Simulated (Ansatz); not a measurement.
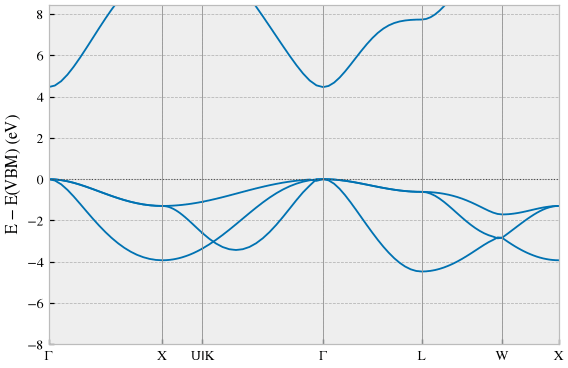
Band structure from plane-wave PAW PBE (Ansatz code)

Problem. Read off the gap and where the band edges lie.

Solution. About 4.5 eV (4.46 eV by a search for the band edges); maximum at Γ, minimum at Γ.

The material is MgO (rock salt, Fm-3m).

The PBE relaxation kept the symmetry of its start.

Potentials: the earlier of the program's two PAW sets.
